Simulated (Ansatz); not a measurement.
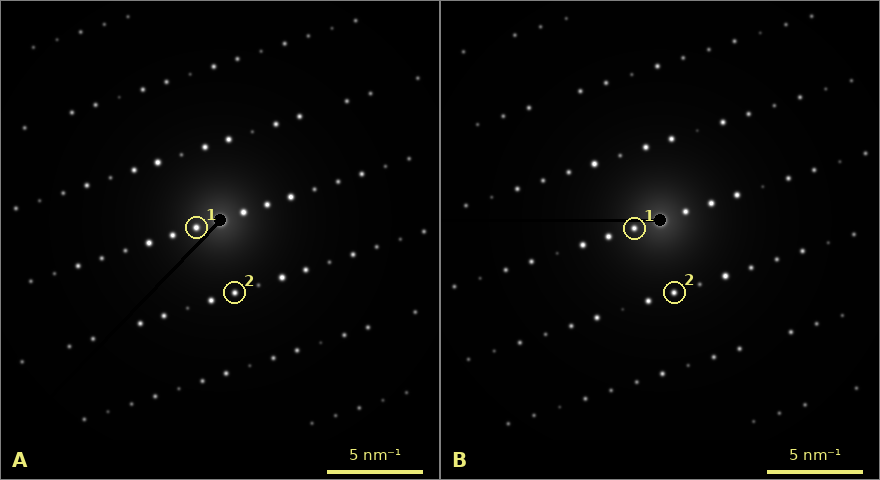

Kinematic electron diffraction patterns (300 kV, B = 0.5 Å², same scale) along [1-10] of the run's own cell, for the start and the end of one relaxation of Nb2H3 with DFT PBE, scalar-relativistic, plane waves, PAW (Ansatz). k mesh 12×12×12. The start is a generated model structure, and the relaxation ends in the nearest stationary point of its symmetry, not necessarily the ground state. Spot 1 is -1 -1 -1 and spot 2 is 0 0 -1 in both.

Start structure:

```
Nb H
1.0
     1.48062    0.85484    6.98043
    -1.48062    0.85484    6.98043
     0.00000   -1.70967    6.98043
Nb H
2 3
Direct
  0.39471 0.39471 0.39471
  0.60529 0.60529 0.60529
  0.00000 0.00000 0.00000
  0.22194 0.22194 0.22194
  0.77806 0.77806 0.77806
```

Which pattern belongs to the start structure, and which to the relaxed one?

B is the start: its cell gives d(1) = 6.980 Å, d(2) = 2.545 Å and an angle of 83.0°. A is the relaxed structure, with d(1) = 7.588 Å (+8.7 %), d(2) = 2.535 Å (-0.4 %) and 83.6°.

Name reflections whose intensity changes strongly on relaxation.

5 5 6 fades out of sight; 4 4 4 goes from 0.41 to 9.7 % of the strongest spot; 4 4 3 goes from 13 to 4.2 % of the strongest spot; 4 4 5 goes from 17 to 34 % of the strongest spot.

What did the relaxation do to the structure and the energy?

The volume changed by +7.6 % to 11.40 Å³ an atom; with the mean shift removed, the atoms moved by up to 0.15 Å relative to the cell (H most); the space group stayed R-3m (No. 166); the free energy fell by 1.8 meV an atom. Relaxed cell: a = 7.776 Å, b = 7.776 Å, c = 7.776 Å, α = 21.84°, β = 21.84°, γ = 21.84°.
